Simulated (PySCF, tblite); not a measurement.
# C₆H₁₀OS: a rotation path, then NMR shifts on frames

Aim: move C₆H₁₀OS (`C=CCCC(=S)OC`) away from its starting geometry and see how NMR shifts follow the geometry.

Computed with tblite 0.8.0 and PySCF 2.14.0, with density-fitted response routines of our own, on a single molecule in the gas phase. Atoms count from 0, in the outputs and in this text.

**1. The starting structure**

18 atoms, charge 0, multiplicity 1; geometry from: GFN2-xTB.

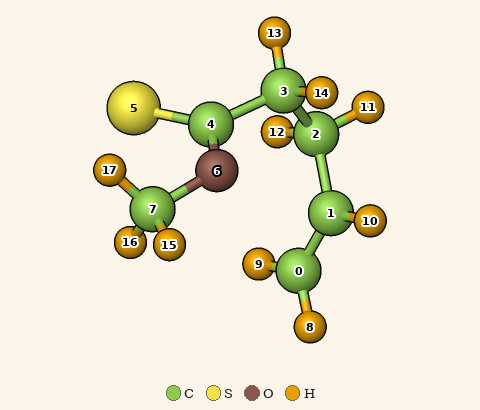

As it starts; carbon green, sulfur yellow, oxygen brown, hydrogen amber, atoms numbered; sticks join atoms by distance.

**2. A band between two rotamers with GFN2-xTB**

Job settings and geometry (Å):

```
{"job": {"kind": "neb", "xc": "GFN2-xTB", "basis": "xTB", "atoms": [2, 3, 4, 6], "turn": 120}, "charge": 0, "multiplicity": 1}
C     -1.685494     1.599398    -0.312339
C     -1.694687     0.413486     0.265349
C     -1.501992    -0.878350    -0.463372
C     -0.240952    -1.610814     0.034341
C      0.963762    -0.761178    -0.230947
S      1.676316    -0.673982    -1.694055
O      1.351191    -0.064318     0.825615
C      2.432691     0.832977     0.669857
H     -1.818979     2.510250     0.246054
H     -1.546207     1.707333    -1.375935
H     -1.825872     0.324787     1.336221
H     -2.363665    -1.528907    -0.294225
H     -1.408478    -0.694719    -1.535073
H     -0.140268    -2.556064    -0.499308
H     -0.319116    -1.796128     1.106988
H      2.571673     1.316421     1.633654
H      2.204037     1.572515    -0.101636
H      3.337280     0.293611     0.377153
```

Method: GFN2-xTB climbing-image nudged elastic band, gas phase.

Started as:

```
> OMP_NUM_THREADS=1 python probes_run.py task.json out
```

One launch serves the whole session: the jobs run in the order shown.

The program printed:

```text
image   E - E0 / eV
  0      -0.0000
  1       0.0077
  2       0.0282
  3       0.0617
  4       0.1119
  5       0.1005
  6       0.0496
  7       0.0211
  8       0.0139
```

It took 23 s on 1 thread, shared host.

The final band, with the dihedral C2–C3–C4–O6:

| image | dihedral (°) | energy (eV) | energy (kcal/mol) |
| --- | --- | --- | --- |
| 0 | 98 | 0.000 | 0.0 |
| 1 | 120 | 0.008 | 0.2 |
| 2 | 142 | 0.028 | 0.6 |
| 3 | 167 | 0.062 | 1.4 |
| 4 | 199 | 0.112 | 2.6 |
| 5 | 225 | 0.101 | 2.3 |
| 6 | 248 | 0.050 | 1.1 |
| 7 | 270 | 0.021 | 0.5 |
| 8 | 292 | 0.014 | 0.3 |

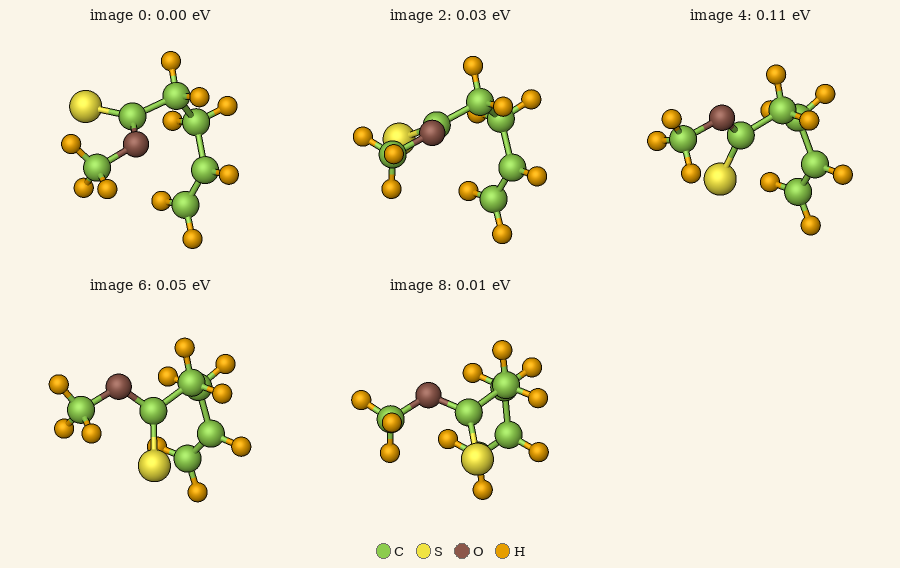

Images along the band.

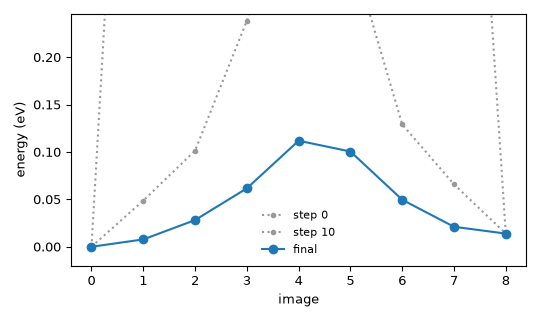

Energy along the band, early and final.

**3. Shielding tensors: image 0, PBE0/pcSseg-1**

Job settings and geometry (Å):

```
{"job": {"kind": "nmr", "xc": "PBE0", "basis": "pcSseg-1", "pop": false}, "charge": 0, "multiplicity": 1}
C     -1.685500     1.599400    -0.312300
C     -1.694700     0.413500     0.265300
C     -1.502000    -0.878400    -0.463400
C     -0.241000    -1.610800     0.034300
C      0.963800    -0.761200    -0.230900
S      1.676300    -0.674000    -1.694100
O      1.351200    -0.064300     0.825600
C      2.432700     0.833000     0.669900
H     -1.819000     2.510200     0.246100
H     -1.546200     1.707300    -1.375900
H     -1.825900     0.324800     1.336200
H     -2.363700    -1.528900    -0.294200
H     -1.408500    -0.694700    -1.535100
H     -0.140300    -2.556100    -0.499300
H     -0.319100    -1.796100     1.107000
H      2.571700     1.316400     1.633700
H      2.204000     1.572500    -0.101600
H      3.337300     0.293600     0.377200
```

Method: GIAO PBE0/pcSseg-1 NMR shielding, non-relativistic, gas phase.

The program printed:

```text
coarse grid: 15432 points
cycle   1  E = -707.3408543039  dE =  1.042e+00  |g| = 5.624e-01  |ddm| = 3.772e+00
cycle   2  E = -707.2800744320  dE =  6.078e-02  |g| = 7.960e-01  |ddm| = 1.087e+00
cycle   3  E = -707.4115771602  dE = -1.315e-01  |g| = 1.313e-01  |ddm| = 6.783e-01
cycle   4  E = -707.4153324351  dE = -3.755e-03  |g| = 5.555e-02  |ddm| = 1.806e-01
cycle   5  E = -707.4160059616  dE = -6.735e-04  |g| = 2.500e-02  |ddm| = 7.235e-02
cycle   6  E = -707.4161385779  dE = -1.326e-04  |g| = 3.758e-03  |ddm| = 2.352e-02
cycle   7  E = -707.4161413875  dE = -2.810e-06  |g| = 1.199e-03  |ddm| = 4.172e-03
final grid: 143928 points
cycle   8  E = -707.4775290456  dE = -3.411e-05  |g| = 1.317e-02  |ddm| = 3.265e-02
cycle   9  E = -707.4774879492  dE =  4.110e-05  |g| = 1.927e-02  |ddm| = 2.298e-02
cycle  10  E = -707.4775644303  dE = -7.648e-05  |g| = 2.386e-03  |ddm| = 1.492e-02
cycle  11  E = -707.4775657900  dE = -1.360e-06  |g| = 3.502e-04  |ddm| = 2.154e-03
cycle  12  E = -707.4775658049  dE = -1.487e-08  |g| = 2.248e-04  |ddm| = 4.638e-04
cycle  13  E = -707.4775658169  dE = -1.197e-08  |g| = 4.321e-05  |ddm| = 2.667e-04
cycle  14  E = -707.4775658173  dE = -4.572e-10  |g| = 1.289e-05  |ddm| = 6.018e-05
converged SCF energy = -707.4775658173

GIAO shielding tensors (ppm)
atom      isotropic    diamagn.    paramagn.     s11        s22        s33       span
  0 C       64.242     254.660    -190.418    -47.563     82.036    158.252    205.815
  1 C       41.001     258.173    -217.172    -80.564     46.239    157.328    237.892
  2 C      143.580     248.022    -104.442    131.261    144.093    155.386     24.125
  3 C      137.253     249.958    -112.705    114.939    130.721    166.101     51.162
  4 C      -48.664     257.741    -306.405   -224.907     -3.843     82.758    307.665
  5 S       90.401    1059.491    -969.090   -390.917    -36.132    698.252   1089.169
  6 O       58.257     401.519    -343.262   -202.885    118.171    259.484    462.369
  7 C      127.288     244.332    -117.044    100.065    112.655    169.142     69.077
  8 H       26.544      30.344      -3.800     23.216     25.966     30.452      7.236
  9 H       26.407      31.830      -5.423     22.435     26.088     30.698      8.263
 10 H       25.741      32.911      -7.170     23.267     25.998     27.958      4.691
 11 H       29.058      29.454      -0.396     25.249     27.070     34.854      9.605
 12 H       29.246      31.671      -2.425     26.336     28.943     32.458      6.121
 13 H       28.642      30.648      -2.006     24.709     28.101     33.116      8.407
 14 H       29.052      31.792      -2.740     26.164     28.009     32.983      6.819
 15 H       27.615      28.839      -1.224     23.955     26.265     32.625      8.670
 16 H       27.625      29.868      -2.243     24.085     25.946     32.845      8.759
 17 H       27.581      28.471      -0.890     23.509     25.474     33.762     10.253
```

It took 91 s on 1 thread, shared host.

The references, computed at this level on geometries of the same kind, shield at (ppm): ¹H TMS 31.72, ¹³C TMS 186.9, ¹⁷O H2O 336.1, ³³S CS2 504. Their shielding less the atom's gives the shift. The references are single molecules in the gas phase, so shifts against H2O, NH3, PH3, H3PO4 or CFCl3 are not on the usual liquid scales and can be off by tens of ppm. Each atom is listed at this fixed geometry, with no averaging over motion; a spectrum would average atoms that exchange fast.

| atoms | environment | σ (ppm) | δ (ppm) |
| --- | --- | --- | --- |
| C4 | thiocarbonyl carbon | -48.7 | 235.6 |
| C1 | alkene CH | 41.0 | 145.9 |
| C0 | terminal =CH2 carbon | 64.2 | 122.7 |
| C7 | methyl carbon bonded to O | 127.3 | 59.6 |
| C3 | sp3 CH2 | 137.3 | 49.7 |
| C2 | allylic sp3 CH2 | 143.6 | 43.3 |
| H10 | hydrogen on an alkene CH | 25.74 | 5.98 |
| H9 | hydrogen on a terminal =CH2 carbon | 26.41 | 5.31 |
| H8 | hydrogen on a terminal =CH2 carbon | 26.54 | 5.17 |
| H17 | hydrogen on a methyl carbon bonded to O | 27.58 | 4.14 |
| H15 | hydrogen on a methyl carbon bonded to O | 27.61 | 4.10 |
| H16 | hydrogen on a methyl carbon bonded to O | 27.63 | 4.09 |
| H13 | hydrogen on an sp3 CH2 | 28.64 | 3.08 |
| H14 | hydrogen on an sp3 CH2 | 29.05 | 2.66 |
| H11 | hydrogen on an allylic sp3 CH2 | 29.06 | 2.66 |
| H12 | hydrogen on an allylic sp3 CH2 | 29.25 | 2.47 |
| S5 | thione sulfur | 90 | 413 |
| O6 | oxygen bound to a thiocarbonyl carbon | 58.3 | 277.8 |

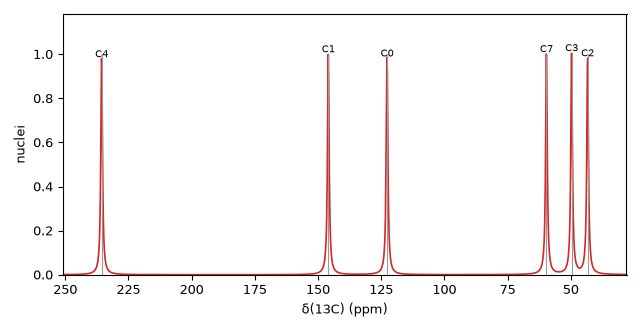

¹³C lines at the computed shifts, without couplings. Lines are broadened to a width of 0.77 ppm (Lorentzian).

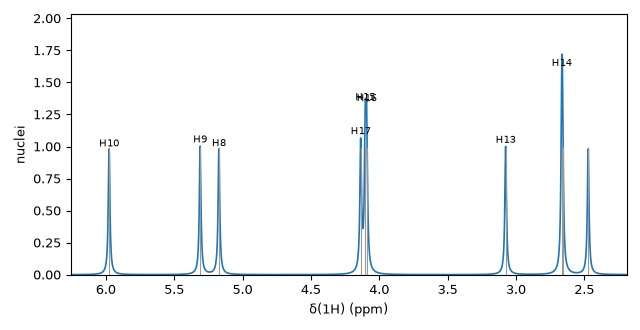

¹H lines at the computed shifts, without couplings. Lines are broadened to a width of 0.01 ppm (Lorentzian).

**4. Nuclear shieldings: image 2, PBE0/pcSseg-1**

Job settings and geometry (Å):

```
{"job": {"kind": "nmr", "xc": "PBE0", "basis": "pcSseg-1", "pop": false}, "charge": 0, "multiplicity": 1}
C     -2.056000     1.506700    -0.635300
C     -1.956200     0.411600     0.093000
C     -1.535900    -0.918600    -0.449100
C     -0.218400    -1.380300     0.185300
C      0.918600    -0.446300    -0.110100
S      1.136700     0.295600    -1.543200
O      1.740800    -0.306100     0.921400
C      2.862500     0.541400     0.767800
H     -2.347300     2.453000    -0.211900
H     -1.843100     1.501200    -1.691500
H     -2.161700     0.436000     1.156200
H     -2.302800    -1.665500    -0.228900
H     -1.411500    -0.853900    -1.530400
H      0.043900    -2.366600    -0.209600
H     -0.315800    -1.464800     1.270000
H      3.454500     0.434100     1.673300
H      2.537600     1.577200     0.641900
H      3.445100     0.251600    -0.110300
```

Method: GIAO PBE0/pcSseg-1 NMR shielding, non-relativistic, gas phase.

The program printed:

```text
coarse grid: 15432 points
cycle   1  E = -707.3359029217  dE =  1.051e+00  |g| = 5.717e-01  |ddm| = 3.788e+00
cycle   2  E = -707.2658267474  dE =  7.008e-02  |g| = 8.212e-01  |ddm| = 1.150e+00
cycle   3  E = -707.4088026871  dE = -1.430e-01  |g| = 1.446e-01  |ddm| = 7.528e-01
cycle   4  E = -707.4134102937  dE = -4.608e-03  |g| = 6.172e-02  |ddm| = 2.104e-01
cycle   5  E = -707.4142620867  dE = -8.518e-04  |g| = 2.487e-02  |ddm| = 7.943e-02
cycle   6  E = -707.4143900902  dE = -1.280e-04  |g| = 3.733e-03  |ddm| = 2.286e-02
cycle   7  E = -707.4143928974  dE = -2.807e-06  |g| = 1.231e-03  |ddm| = 4.393e-03
final grid: 143928 points
cycle   8  E = -707.4761243752  dE = -3.666e-05  |g| = 1.329e-02  |ddm| = 3.249e-02
cycle   9  E = -707.4760820804  dE =  4.229e-05  |g| = 1.951e-02  |ddm| = 2.431e-02
cycle  10  E = -707.4761602970  dE = -7.822e-05  |g| = 2.482e-03  |ddm| = 1.597e-02
cycle  11  E = -707.4761617670  dE = -1.470e-06  |g| = 3.646e-04  |ddm| = 2.262e-03
cycle  12  E = -707.4761617841  dE = -1.707e-08  |g| = 2.273e-04  |ddm| = 4.782e-04
cycle  13  E = -707.4761617964  dE = -1.233e-08  |g| = 4.704e-05  |ddm| = 2.850e-04
cycle  14  E = -707.4761617970  dE = -5.355e-10  |g| = 1.564e-05  |ddm| = 6.981e-05
converged SCF energy = -707.4761617970

GIAO shielding tensors (ppm)
atom      isotropic    diamagn.    paramagn.     s11        s22        s33       span
  0 C       57.554     253.831    -196.277    -55.177     70.420    157.418    212.594
  1 C       44.819     257.794    -212.975    -71.613     49.243    156.829    228.442
  2 C      148.622     248.629    -100.007    137.929    147.436    160.501     22.572
  3 C      141.759     250.590    -108.831    123.654    137.934    163.688     40.034
  4 C      -44.992     259.148    -304.139   -214.643      4.644     75.024    289.668
  5 S       96.383    1060.875    -964.492   -427.645    -55.950    772.746   1200.391
  6 O       56.783     399.898    -343.116   -211.182    129.509    252.021    463.203
  7 C      127.378     244.165    -116.787     99.358    113.860    168.915     69.557
  8 H       26.308      29.691      -3.383     23.157     25.852     29.914      6.757
  9 H       26.178      31.602      -5.424     21.768     25.960     30.805      9.037
 10 H       26.129      32.463      -6.334     24.007     25.889     28.491      4.484
 11 H       29.223      29.495      -0.273     25.483     26.880     35.306      9.823
 12 H       28.650      31.997      -3.347     25.764     28.113     32.075      6.311
 13 H       28.930      30.267      -1.338     25.176     27.054     34.560      9.384
 14 H       29.090      32.582      -3.492     24.783     29.447     33.041      8.258
 15 H       27.581      27.756      -0.176     23.756     26.300     32.687      8.931
 16 H       27.756      29.556      -1.799     23.792     25.854     33.623      9.831
 17 H       27.166      28.777      -1.611     22.895     25.778     32.826      9.930
```

It took 88 s on 1 thread, shared host.

This run: δ C4 231.9, C1 142.1, C0 129.4, C7 59.5, H10 5.59, H9 5.54 ppm.

[end of part 1 of 2]
